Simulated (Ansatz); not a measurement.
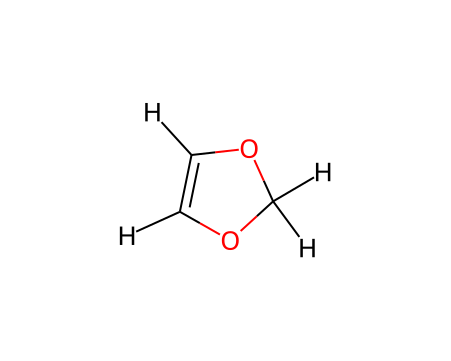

The picture comes from a calculation with Ansatz.

### Give its SMILES.

C1=COCO1

### What is the molecular formula?

C3H4O2.

### An optimisation with PBE0-D4/def2-TZVP gave a structure of which point group?

Cs.
